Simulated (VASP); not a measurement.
# A VASP study of TiGe (RPBE + D4): structure first, properties next, part 5 of 5

What structure does TiGe take at this level, and what are its properties? The cell is invented: it takes the structure of COD entry 1539492, ZrC (space group 225 there), with all of its atoms replaced by other elements, volume scaled by an estimate. It may not be a known or stable phase.

VASP 6.6.1; RPBE with D4; plane waves and PAW (Ge_d, Ti_sv); invented cell.

Still holding for the runs below: The k-mesh is coarse for a metal.

So far. Step 12 (Volume scan with RPBE + D4 (run 6)): The pressure falls from -2.16 to -4.14 GPa. Step 12 (Volume scan with RPBE + D4 (run 6)): The run ends at a pressure of -4.14 GPa.

### 13. Volume scan with RPBE + D4 (run 7) (continued)

From OUTCAR (step 13):

```text
  Edisp (eV):   -1.11167

  Total      -1.33810    -1.33810    -1.33810     0.00000     0.00000    -0.00000
  in kB     -59.30196   -59.30196   -59.30196     0.00000     0.00000    -0.00000
  external pressure =      -59.30 kB  Pullay stress =        0.00 kB

 POSITION                                       TOTAL-FORCE (eV/Angst)
 -----------------------------------------------------------------------------------
      2.62442      2.62442      2.62442         0.000000      0.000000     -0.000000
      0.00000      0.00000      0.00000        -0.000000      0.000000      0.000000
 -----------------------------------------------------------------------------------
    total drift:                                0.000000      0.000000      0.000000

  FREE ENERGIE OF THE ION-ELECTRON SYSTEM (eV)
  ---------------------------------------------------
  free  energy   TOTEN  =       -13.5973593756 eV

  energy  without entropy=      -13.5960134200  energy(sigma->0) =      -13.59668640

[... 1 part as in an earlier step ...]

[... 2 further parts left out ...]
[key lines of the parts left out:]
E-fermi :   7.3744
```

The pressure falls from -4.14 to -5.93 GPa. The parabola predicted -5.85 GPa, +0.08 GPa off.

### 14. Side by side

Times are for 1 MPI rank of AMD EPYC 7R43, shared host. The series side by side:

```
no.  volume scale  energy above the lowest point (meV/atom)  pressure (GPa)  time  memory (GiB)
  1          0.94                                     28.11           8.081  28 s          0.11
  2          0.96                                     13.05           5.092  24 s          0.11
  3          0.98                                      3.79           2.398  22 s          0.11
  4             1                                         0         0.03847  19 s          0.11
  5          1.02                                      1.15          -2.157  22 s          0.11
  6          1.04                                      6.82          -4.139  17 s          0.11
  7          1.06                                     16.53          -5.930  25 s          0.13
```

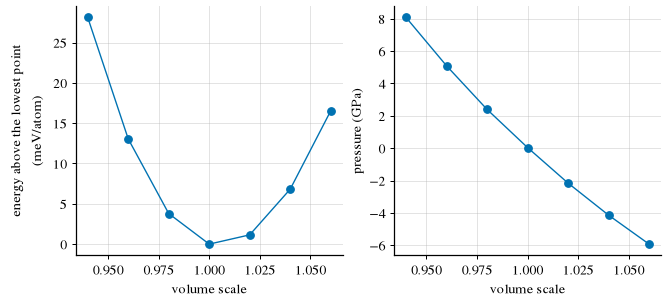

The series as plots.

### 15. Fit for RPBE + D4

This step: Birch-Murnaghan fit, RPBE with D4; plane waves and PAW; invented cell (VASP 6.6.1).

This step runs nothing: it gathers the runs above.

Numbers from this step:

```
pressure derivative of the bulk modulus : 3.552
r.m.s. error of the fit                 : 2.36e-5 eV/atom
minimum inside the sampled range        : yes
bulk modulus                            : 113.6 GPa
equilibrium volume of the fit           : 17.14 Å³/atom
```

Table of energy above the fitted minimum by volume:

```
volume (Å³/atom)  energy above the fitted minimum (eV/atom)
          16.030                                     0.0283
          16.371                                     0.0132
          16.712                                    0.00393
          17.053                                     1.4e-4
          17.394                                    0.00130
          17.735                                    0.00696
          18.076                                     0.0167
```

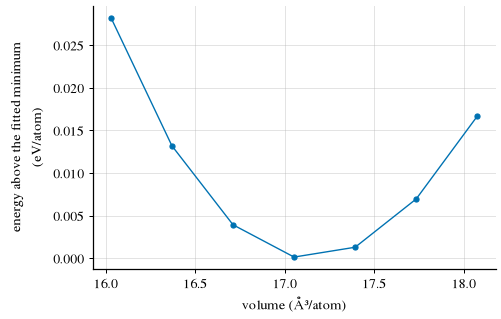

Energy above the fitted minimum against volume.

The fitted volume lies +0.52 % from the relaxed one. At a finite cutoff and mesh the minimum of the energy and the zero of the stress don't quite coincide, and the relaxation stops at a threshold.

### 16. Elastic tensor by finite strains (RPBE + D4)

This step: RPBE with D4; plane waves and PAW (Ge_d, Ti_sv); invented cell (VASP 6.6.1).

IBRION = 6 with ISIF = 3 strains the cell both ways at fixed fractional positions, and adds the ions' share afterwards from the force constants. Stress converges slowly with the basis, so the cutoff is raised.

The input, INCAR:

```
SYSTEM = TiGe
PREC = Accurate
ENCUT = 500
EDIFF = 1E-07
NELM = 100
ISMEAR = 1
SIGMA = 0.2
LREAL = .FALSE.
ALGO = Normal
GGA = RP
IVDW = 13
NBANDS = 19
LORBIT = 11
LWAVE = .FALSE.
LCHARG = .FALSE.
IBRION = 6
NFREE = 2
POTIM = 0.015
ISIF = 3
NSW = 1
```

The input, POSCAR:

```
TiGe
1.0
    0.0000000000      2.5739375758      2.5739375758
    2.5739375758      0.0000000000      2.5739375758
    2.5739375758      2.5739375758      0.0000000000
Ge Ti
1 1
Direct
    0.5000000000      0.5000000000      0.5000000000
    0.0000000000      0.0000000000      0.0000000000
```

The input, KPOINTS:

```
Automatic mesh
0
Gamma
22 22 22
0 0 0
```

Potentials, in the order of the species: Ge_d and Ti_sv (PBE family, release 64).

Launch:

```console
mpirun -np 1 vasp_std
```

The program printed:

```text
[... set-up lines as in an earlier step ...]
 entering main loop
       N       E                     dE             d eps       ncg     rms          rms(c)
DAV:   1     0.203702106727E+03    0.20370E+03   -0.13269E+04 13449   0.310E+03
DAV:   2     0.833595404089E+01   -0.19537E+03   -0.19141E+03 12503   0.552E+02
DAV:   3    -0.136091230436E+02   -0.21945E+02   -0.21594E+02 14118   0.141E+02
DAV:   4    -0.146981260947E+02   -0.10890E+01   -0.10841E+01 18005   0.296E+01
[...]
DAV:  14    -0.124586633315E+02   -0.33700E-06   -0.31161E-07 12611   0.523E-03    0.810E-04
DAV:  15    -0.124586631928E+02    0.13873E-06   -0.93835E-08  8106   0.258E-03    0.524E-04
DAV:  16    -0.124586632010E+02   -0.82200E-08   -0.18358E-08  6814   0.171E-03
   1 F= -.13636988E+02 E0= -.13637407E+02  d E =0.125577E-02
[... from here on, the cycles between the ionic steps are left out ...]
   2 F= -.13632252E+02 E0= -.13632687E+02  d E =0.130579E-02
   3 F= -.13628479E+02 E0= -.13628872E+02  d E =0.117844E-02
   4 F= -.13632252E+02 E0= -.13632687E+02  d E =0.130580E-02
   5 F= -.13628479E+02 E0= -.13628872E+02  d E =0.117844E-02
   6 F= -.13632252E+02 E0= -.13632687E+02  d E =0.130580E-02
   7 F= -.13628479E+02 E0= -.13628872E+02  d E =0.117844E-02
[...]
hard stop encountered!  aborting job ...
[...]
|     The electronic self-consistency was not achieved in the given           |
[...]
soft stop encountered!  aborting job ...
   8 F= -.13636841E+02 E0= -.13637258E+02  d E =0.125221E-02
```

Run time: 75 min. Hardware: 1 MPI rank of AMD EPYC 7R43, shared host.

The run was stopped at its time limit, by a STOPCAR file.

More ranks or a longer limit would be the way on.

### 17. What came out

| Quantity | Value |
| --- | --- |
| relaxed volume | 17.05 Å³/atom |
| relaxed conventional cell a, b, c | 5.148, 5.148, 5.148 Å |
| space group after relaxing, within 0.02 Å | Fm-3m (No. 225) |
| band gap | none, a metal |
| DOS at the Fermi level | 0.430 states/eV/cell |
| bulk modulus from the fit | 114 GPa |
| volume from the fit | 17.1 Å³/atom |

**Reading.** With RPBE + D4, TiGe relaxes to 17.05 Å³/atom in space group Fm-3m (held by the symmetry of the run), comes out as a metal and has a bulk modulus of 114 GPa. Not obtained: elastic tensor by finite strains (RPBE + D4), because the run hit its time limit. Bands along the symmetry lines (RPBE + D4): Of the bands kept, 4 cross the Fermi level on this path. Spin-orbit coupling is left out; it would split some degenerate bands. The k-sampling is coarse for a metal, so the Fermi level, pressures and the shape of the cell carry errors. No search among competing phases was made. All values are for a static lattice at zero temperature.

[Lines on the potential files, build, host, timing and source positions are cut from VASP's logs without a mark.]

[Logs are printed without paths, hosts, clocks, repeated set-up lines and the standing remarks that a program may print on its own settings, such as how far it seeks lower states.]

[Hosts, paths, dates, database ids (printed as entryN), source tags and the programs' standing remarks are cut or masked in the printed files.]

[A measured line is paired with the nearest computed mode of its activity, which favours agreement.]
